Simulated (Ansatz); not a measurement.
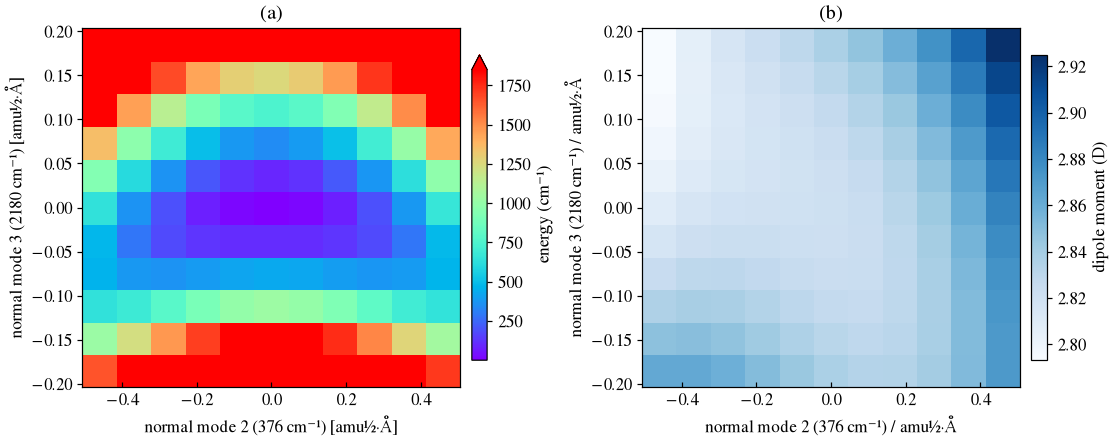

HMgTe, SMILES [Mg][TeH], spin multiplicity 2. 
- Coordinates scanned: (1) normal mode 2 (376 cm⁻¹); (2) normal mode 3 (2180 cm⁻¹).
- Nothing is relaxed (straight displacements along the two mass-weighted modes).
- Grid: 11 × 11 points.
- Points are written as (first, second).
- Energies: cm⁻¹, counted from the relaxed molecule at the same level.
- The calculation used Ansatz, UKS BHLYP-D4/def2-TZVP.

Panel (a) is the energy and panel (b) the computed dipole moment on the same grid.

Drawn: one coloured cell a grid point, one colour for all values above the top of the scale.

Q: How does the dipole moment vary over the map, and what is it at the lowest grid point?

A: Leaving out the highest fifth of the energies, it runs from 2.79 D at (−0.461 amu½·Å, 0.111 amu½·Å) to 2.90 D at (0.461 amu½·Å, 0.074 amu½·Å). At the lowest grid point, (0.000 amu½·Å, 0.000 amu½·Å), it is 2.82 D.

| normal mode 3 (2180 cm⁻¹) ↓, normal mode 2 (376 cm⁻¹) → | −0.461 | −0.369 | −0.277 | −0.184 | −0.092 | 0.000 | 0.092 | 0.184 | 0.277 | 0.369 | 0.461 |
| --- | --- | --- | --- | --- | --- | --- | --- | --- | --- | --- | --- |
| 0.185 | 2.79 | 2.81 | 2.82 | 2.82 | 2.83 | 2.84 | 2.85 | 2.86 | 2.88 | 2.90 | 2.92 |
| 0.148 | 2.79 | 2.81 | 2.81 | 2.82 | 2.83 | 2.83 | 2.84 | 2.85 | 2.87 | 2.89 | 2.91 |
| 0.111 | 2.79 | 2.81 | 2.81 | 2.82 | 2.82 | 2.83 | 2.83 | 2.84 | 2.86 | 2.88 | 2.90 |
| 0.074 | 2.80 | 2.81 | 2.81 | 2.82 | 2.82 | 2.82 | 2.83 | 2.84 | 2.85 | 2.87 | 2.90 |
| 0.037 | 2.80 | 2.81 | 2.82 | 2.82 | 2.82 | 2.82 | 2.83 | 2.83 | 2.85 | 2.86 | 2.89 |
| 0.000 | 2.81 | 2.82 | 2.82 | 2.82 | 2.82 | 2.82 | 2.82 | 2.83 | 2.84 | 2.86 | 2.88 |
| −0.037 | 2.82 | 2.82 | 2.82 | 2.82 | 2.82 | 2.82 | 2.82 | 2.83 | 2.84 | 2.86 | 2.88 |
| −0.074 | 2.83 | 2.83 | 2.83 | 2.83 | 2.83 | 2.82 | 2.82 | 2.83 | 2.84 | 2.85 | 2.87 |
| −0.111 | 2.84 | 2.84 | 2.84 | 2.83 | 2.83 | 2.83 | 2.83 | 2.83 | 2.84 | 2.85 | 2.87 |
| −0.148 | 2.85 | 2.85 | 2.85 | 2.84 | 2.84 | 2.83 | 2.83 | 2.83 | 2.84 | 2.85 | 2.87 |
| −0.185 | 2.86 | 2.86 | 2.86 | 2.85 | 2.84 | 2.84 | 2.83 | 2.83 | 2.84 | 2.85 | 2.87 |
